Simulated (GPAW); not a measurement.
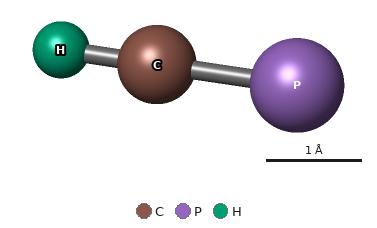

**Figure 1.** The structure (ball-and-stick view, seen at a tilt). Bond lengths as drawn: C–H 1.06 Å and C–P 1.55 Å.

CHP: atomisation calculation

The run: atomisation calculation of CHP (methylidynephosphane), SMILES C#P. Method and program: AM05/real-space grid, scalar-relativistic datasets (GPAW 26.7.0).

The geometry comes from this level: GFN2-xTB.

## Input file (run_atomise.py)
```python
from ase import Atoms
from gpaw import GPAW, setup_paths
from gpaw.atom.configurations import parameters
from gpaw.atom.generator import Generator

system = Atoms(["C", "P", "H"],
    positions=[[ -0.137100,   0.059840,  -0.066440],
               [  1.149220,  -0.512680,   0.574210],
               [ -1.012120,   0.452840,  -0.507770]])
system.center(vacuum=5.0)

for symbol in ["C", "H", "P"]:
    Generator(symbol, xcname="AM05", scalarrel=True, nofiles=True, txt=None).run(**parameters[symbol])
setup_paths.insert(0, ".")

calc = GPAW(mode="fd",
            h=0.2,
            xc="AM05",
            occupations={"name": "fermi-dirac", "width": 0.02},
            eigensolver="davidson",
            maxiter=100,
            symmetry="off",
            txt="run.txt")
system.calc = calc

xcs = ["GGA_X_B88+GGA_C_PW91", "PBE", "GGA_X_PBEINT+GGA_C_PBEINT", "LDA", "MGGA_X_SCAN+MGGA_C_SCAN", "PW91", "GGA_X_OPTX+GGA_C_LYP"]
e = system.get_potential_energy()
e_mol = {"AM05": e}
for xc in xcs:
    e_mol[xc] = e + calc.get_xc_difference(xc)

e_atom = {}
for symbol in sorted(set(system.symbols)):
    atom = Atoms(symbol, cell=system.cell, pbc=system.pbc)
    atom.center()
    atom.calc = GPAW(mode="fd",
                     hund=True,
                     xc="AM05",
                     eigensolver="davidson",
                     symmetry="off",
                     h=0.2,
                     maxiter=150,
                     txt=f'{symbol}_atom.txt')
    e = atom.get_potential_energy()
    e_atom[symbol] = {"AM05": e}
    for xc in xcs:
        e_atom[symbol][xc] = e + atom.calc.get_xc_difference(xc)

atomisation = {xc: sum(e_atom[x][xc] for x in system.symbols) - e_mol[xc] for xc in e_mol}
for xc, de in atomisation.items():
    print(f'{xc:32} {de:9.3f} eV')
```

Run as:
```bash
python3 -u run_atomise.py | tee run_atomise.out
```

## Log
```
AM05                                11.699 eV
GGA_X_B88+GGA_C_PW91                10.992 eV
PBE                                 11.207 eV
GGA_X_PBEINT+GGA_C_PBEINT           11.430 eV
LDA                                 12.634 eV
MGGA_X_SCAN+MGGA_C_SCAN             10.768 eV
PW91                                11.240 eV
GGA_X_OPTX+GGA_C_LYP                10.869 eV
```

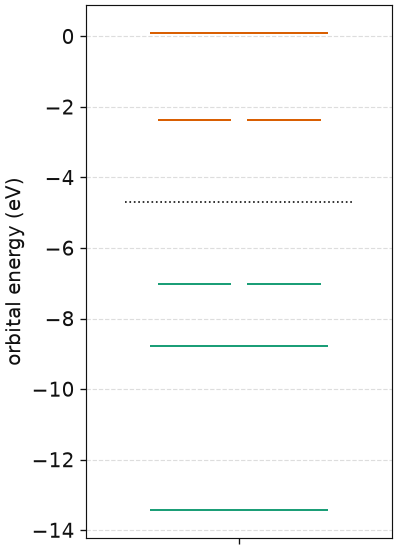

**Figure 2.** Orbital energies near the frontier; the dotted line parts filled from empty levels, and levels within 0.02 eV of each other stand side by side. Highest filled −7.01 eV, lowest empty −2.38 eV, 4.63 eV apart.

## Summary

```tsv
quantity	value
outcome	converged
energy relative to the program's reference atoms	−15.6877 eV
atomisation energy	11.699 eV
HOMO	−7.01 eV
LUMO	−2.38 eV
dipole moment	0.38 D
hardware	1 thread of Arm Neoverse V1, 112 GiB of memory available, shared host
wall time	3.2 min
peak memory	1.4 GiB
```

## Notes

Further notes kept with the run: datasets made with stock radii, not tested.
